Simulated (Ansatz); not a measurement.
# SiHCl3 (trichlorosilane) at CCSD/def2-SVPD

Aim: the energy change on altering one bond length of SiHCl3 (trichlorosilane) at CCSD/def2-SVPD, from 2 runs. 

Program for the calculation: Ansatz 0.2.0.

44 further runs of the same task are left out: 2 that didn't finish, 42 set aside as unsound or not needed.

## (1) The structure to begin with

SiHCl3: 5 atoms, total charge 0, spin state singlet. As SMILES, `Cl[SiH](Cl)Cl`. The shape is that of a PBE0-D4/def2-TZVP optimisation.

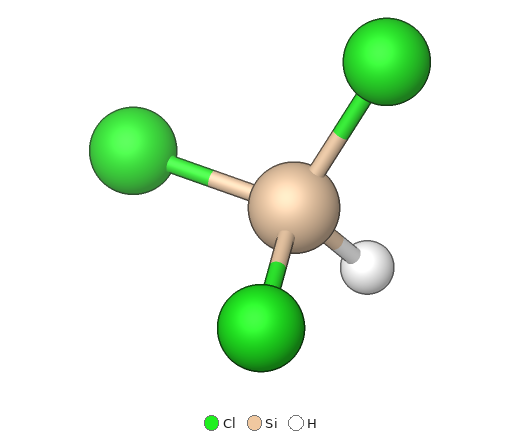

The structure, seen from a chosen angle (chlorine green, silicon light orange, hydrogen white).

## (2) A single-point energy at CCSD/def2-SVPD

Contents of molecule.yaml:

```yaml
basis:
  gaussian: {orbitals: def2-SVPD}
crystal:
  periodic: [false, false, false]
  atoms:
    - symbol: Cl
      position_ang: [1.690930, -0.571430, 0.891880]
    - symbol: Si
      position_ang: [-0.081300, -0.012690, 0.075440]
    - symbol: Cl
      position_ang: [0.017700, 1.933700, -0.491290]
    - symbol: Cl
      position_ang: [-0.476020, -1.170520, -1.544190]
    - symbol: H
      position_ang: [-1.151310, -0.179060, 1.068150]
scf: {omitted_lower_state_checks: [cluster_reference, increment]}
correlation: {method: ccsd, frozen_orbitals: {Cl: 5, H: 0, Si: 5}}
accuracy: high
```

Command:

```bash
$ ansatz run molecule.yaml --threads 1 --pin off --max-ram 3480MiB --events-out events.jsonl --progress --plain --runs-dir runs
```

The log of the run:

```text
Warning: RAYON_NUM_THREADS=1 ignored (pool sized by the plan → 1); use --threads N
Functional definition: HF
  name "HF"
  exchange = exact_x
  correlation = 0
these checks for a lower state are left out or cut short: cluster_reference, increment
2081 factors; integrals over basis functions are off by at most 3.4e-9 eV
mean field evaluation 1: about -45377.9284 eV, gradient 2.1e1 eV
mean field evaluation 2: about -45378.0046 eV, gradient 2.1e1 eV
mean field evaluation 4: about -45379.4195 eV, gradient 1.7e0 eV
mean field evaluation 8: about -45379.4381 eV, gradient 3.2e-4 eV
mean field -45379.43806373 eV, -1667.6635895544 hartree, gradient 6.5e-9 eV, S^2 0.000000; 0 other end points of the search recorded, 0 dependent functions left out
20 core orbitals not correlated: weight in the atoms' cores, before any rotation towards them, 1.000 or more for the frozen orbitals, at most 0.000 for the correlated occupied ones
reference -45379.43806373 eV, -1667.6635895544 hartree; 13, 13 occupied and 80, 80 virtual orbitals, 2081 factors
second order -14.41567847 eV of doubles, -0.00000000 eV of singles
cycle   1  -15.22778399 eV  change   -8.1e-1 eV  update   7.5e-2
cycle   2  -15.51952104 eV  change   -2.9e-1 eV  update   2.1e-2
cycle   3  -15.56792805 eV  change   -4.8e-2 eV  update   8.9e-3
cycle   4  -15.56511409 eV  change    2.8e-3 eV  update   1.9e-3
cycle   5  -15.56415038 eV  change    9.6e-4 eV  update   6.0e-4
cycle   6  -15.56399801 eV  change    1.5e-4 eV  update   1.8e-4
cycle   7  -15.56400476 eV  change   -6.7e-6 eV  update   5.9e-5
cycle   8  -15.56402015 eV  change   -1.5e-5 eV  update   1.6e-5
cycle   9  -15.56402096 eV  change   -8.1e-7 eV  update   4.8e-6
cycle  10  -15.56401894 eV  change    2.0e-6 eV  update   1.6e-6
cycle  11  -15.56401923 eV  change   -2.8e-7 eV  update   5.0e-7
cycle  12  -15.56401959 eV  change   -3.6e-7 eV  update   1.6e-7
cycle  13  -15.56401969 eV  change   -1.1e-7 eV  update   6.9e-8
cycle  14  -15.56401972 eV  change   -2.9e-8 eV  update   3.6e-8
cycle  15  -15.56401972 eV  change    1.3e-9 eV  update   2.4e-8
cycle  16  -15.56401969 eV  change    2.6e-8 eV  update   1.1e-7
cycle  17  -15.56401970 eV  change   -6.3e-9 eV  update   2.1e-8
cycle  18  -15.56401970 eV  change   -2.4e-9 eV  update   4.6e-9
cycle  19  -15.56401970 eV  change   4.4e-10 eV  update   1.4e-9
Total energy: -45395.00208343 eV, -1668.2355567287 hartree
Checks for a lower state left out: cluster_reference, increment
```

Wall time 15 s (1 thread of Intel Xeon 6975P-C (Granite Rapids), shared host); peak memory 0.76 GiB.

## (3) The distorted shape at the same level

Contents of input.yaml:

```yaml
crystal:
  periodic: [false, false, false]
  atoms:
    - {symbol: Cl, position_ang: [1.611732, -2.128501, 1.345252]}
    - {symbol: Si, position_ang: [-0.160498, -1.569761, 0.528812]}
    - {symbol: Cl, position_ang: [0.017700, 1.933700, -0.491290]}
    - {symbol: Cl, position_ang: [-0.555218, -2.727591, -1.090818]}
    - {symbol: H, position_ang: [-1.230508, -1.736131, 1.521522]}
basis:
  gaussian:
    orbitals: def2-SVPD
scf:
  omitted_lower_state_checks: [cluster_reference, increment]
accuracy: high
correlation:
  method: ccsd
  frozen_orbitals: {Cl: 5, H: 0, Si: 5}
```

Command:

```bash
$ ansatz run input.yaml --threads 1 --pin off --max-ram 3480MiB --events-out events.jsonl --progress --plain --runs-dir runs
```

The log of the run:

```text
Warning: RAYON_NUM_THREADS=1 ignored (pool sized by the plan → 1); use --threads N
[... 4 set-up lines as earlier in the session ...]
these checks for a lower state are left out or cut short: cluster_reference, increment
2076 factors; integrals over basis functions are off by at most 3.7e-9 eV
mean field evaluation 1: about -45371.1399 eV, gradient 2.9e1 eV
mean field evaluation 2: about -45371.1911 eV, gradient 2.9e1 eV
mean field evaluation 4: about -45374.7693 eV, gradient 2.8e0 eV
mean field evaluation 8: about -45374.8395 eV, gradient 9.4e-2 eV
mean field evaluation 16: about -45374.8396 eV, gradient 7.4e-8 eV
mean field -45374.83958691 eV, -1667.4945986480 hartree, gradient 7.4e-8 eV, S^2 0.000000; 0 other end points of the search recorded, 0 dependent functions left out; unrestricted orbitals would lower it
20 core orbitals not correlated: weight in the atoms' cores, before any rotation towards them, 1.000 or more for the frozen orbitals, at most 0.000 for the correlated occupied ones
reference -45374.83958691 eV, -1667.4945986480 hartree; 13, 13 occupied and 80, 80 virtual orbitals, 2076 factors
second order -14.80987137 eV of doubles, -0.00000000 eV of singles
cycle   1  -15.45037785 eV  change   -6.4e-1 eV  update   1.7e-1
cycle   2  -15.80504936 eV  change   -3.5e-1 eV  update   8.9e-2
cycle   3  -16.02995345 eV  change   -2.2e-1 eV  update   6.3e-2
cycle   4  -16.06928137 eV  change   -3.9e-2 eV  update   3.2e-2
cycle   5  -16.04744706 eV  change    2.2e-2 eV  update   1.6e-2
cycle   6  -16.05619662 eV  change   -8.7e-3 eV  update   5.2e-3
cycle   7  -16.06021176 eV  change   -4.0e-3 eV  update   2.2e-3
cycle   8  -16.06089779 eV  change   -6.9e-4 eV  update   9.6e-4
cycle   9  -16.06112141 eV  change   -2.2e-4 eV  update   3.8e-4
cycle  10  -16.06122879 eV  change   -1.1e-4 eV  update   1.5e-4
cycle  11  -16.06107397 eV  change    1.5e-4 eV  update   7.0e-5
cycle  12  -16.06108957 eV  change   -1.6e-5 eV  update   3.3e-5
cycle  13  -16.06109971 eV  change   -1.0e-5 eV  update   2.4e-5
cycle  14  -16.06111053 eV  change   -1.1e-5 eV  update   1.8e-5
cycle  15  -16.06111525 eV  change   -4.7e-6 eV  update   1.4e-5
cycle  16  -16.06111478 eV  change    4.7e-7 eV  update   8.8e-6
cycle  17  -16.06111112 eV  change    3.7e-6 eV  update   4.6e-6
cycle  18  -16.06111113 eV  change   -1.5e-8 eV  update   1.9e-6
cycle  19  -16.06111169 eV  change   -5.6e-7 eV  update   9.5e-7
cycle  20  -16.06111175 eV  change   -6.2e-8 eV  update   4.4e-7
cycle  21  -16.06111175 eV  change  -3.2e-10 eV  update   2.7e-7
cycle  22  -16.06111178 eV  change   -2.9e-8 eV  update   1.1e-7
cycle  23  -16.06111171 eV  change    7.7e-8 eV  update   8.1e-8
cycle  24  -16.06111223 eV  change   -5.2e-7 eV  update   2.0e-7
cycle  25  -16.06111221 eV  change    2.2e-8 eV  update   1.0e-7
cycle  26  -16.06111228 eV  change   -7.0e-8 eV  update   5.8e-8
cycle  27  -16.06111233 eV  change   -4.6e-8 eV  update   3.2e-8
cycle  28  -16.06111236 eV  change   -3.0e-8 eV  update   1.9e-8
cycle  29  -16.06111238 eV  change   -2.0e-8 eV  update   9.2e-9
cycle  30  -16.06111238 eV  change   -5.6e-9 eV  update   3.4e-9
cycle  31  -16.06111238 eV  change  -4.3e-10 eV  update   1.2e-9
Total energy: -45390.90069929 eV, -1668.0848336414 hartree
Checks for a lower state left out: cluster_reference, increment
```

Wall time 21 s (1 thread of Intel Xeon 6975P-C (Granite Rapids), shared host); peak memory 0.76 GiB.

## (4) Summary of results

At CCSD/def2-SVPD, 20 core orbitals frozen:

| quantity | value |
| --- | --- |
| first shape: total energy | -1668.23556 Eh |
| first shape: correlation energy (20 core orbitals frozen) | -572.0 mEh |
| first shape: T1 diagnostic | 0.009 |
| distorted shape: total energy | -1668.08483 Eh |
| distorted shape: correlation energy (20 core orbitals frozen) | -590.2 mEh |
| distorted shape: T1 diagnostic | 0.040 |
| energy change with the Si2–Cl3 bond stretched from 2.030 to 3.653 Å | 4.101 eV |

What this shows: One bond (distorted shape) is far stretched, which a spin-restricted single reference describes badly; a broken-symmetry solution may lie lower. With the Si2–Cl3 bond stretched from 2.030 to 3.653 Å the energy rises by 4.10 eV (396 kJ/mol). The first shape isn't relaxed at this level, so the change isn't measured from a minimum. A restricted reference can't describe the breaking bond well at this length. The T1 diagnostic (distorted shape) of 0.040 is above the customary mark for such species, so a single reference may not serve. The restricted solution (distorted shape) is unstable to spin breaking: an unrestricted one lies lower.
